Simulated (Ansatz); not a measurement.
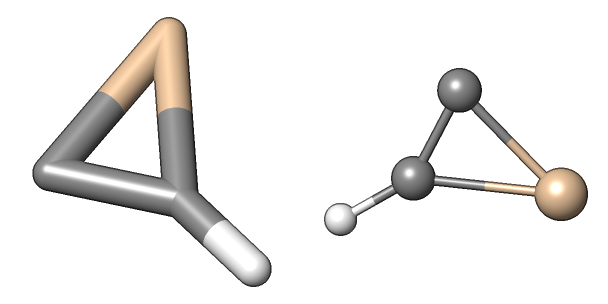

The same structure drawn twice, from different directions. Colours: carbon grey, silicon light orange, hydrogen white.

Charge 0, doublet. The geometry was computed by an optimisation with PBE0-D4/def2-TZVP. No frequency run is at hand to confirm it as a minimum.

> Give the formula.

C₂HSi, 4 atoms: 2 carbon, 1 hydrogen and 1 silicon.

> How many atoms are distinct by symmetry?

4: 1 C, 1 C, 1 Si, 1 H.

> How many bonds of each kind are drawn?

2 C–Si, 1 C–C, 1 C–H. Sticks follow a distance rule.

> What is the point group of this geometry?

Cs.

More results for the same structure follow; atom numbers are the same in all pictures, views and colours differ.

**Geometry**

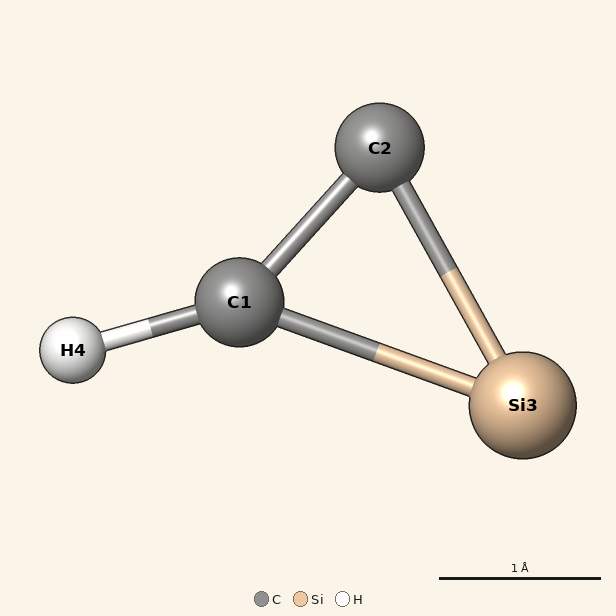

Atoms carry their numbers in the input. No frequency run is at hand to confirm it as a minimum.

Which atoms are bonded, and how long are the bonds?

| bond | length (Å) |
| --- | --- |
| C1–C2 | 1.303 |
| C1–Si3 | 1.882 |
| C1–H4 | 1.081 |
| C2–Si3 | 1.845 |

**Electronic properties**

No frequency run is at hand to confirm it as a minimum. Level of theory: UHF-CCSD(T), frozen core/def2-TZVPP (Ansatz 0.2.0).

> Give the T1 diagnostic at this level.

0.025.

> Give the ⟨S²⟩ of the determinant at this level.

0.788.

**Charges**

The questions are on Mulliken charges. No frequency run is at hand to confirm it as a minimum. Level of theory: UKS PBE0-D4/def2-TZVP (Ansatz 0.2.0).

> Which atom carries the highest charge (most positive or least negative)?

H4 (0.17 e).

> And the lowest?

C2 (−0.18 e).

List the Mulliken charges.

| atom | value (e) |
| --- | --- |
| C1 | −0.15 |
| C2 | −0.18 |
| Si3 | 0.16 |
| H4 | 0.17 |

**Dipole moment**

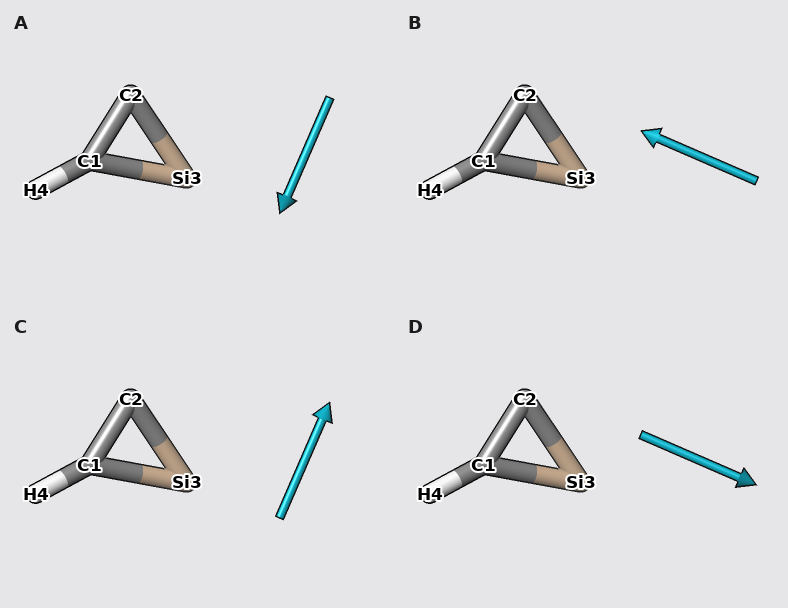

The same molecule four times, each with an arrow. No frequency run is at hand to confirm it as a minimum. Properties computed with UKS PBE0-D4/def2-TZVP (Ansatz 0.2.0).

> Which arrow points along the dipole moment, from the negative to the positive end?

A. The dipole moment is 1.64 D; it points from the side of C2 to the side of H4 (the outermost atoms at the two ends).

Mulliken values depend strongly on the basis set and can even reverse the polarity of a bond.
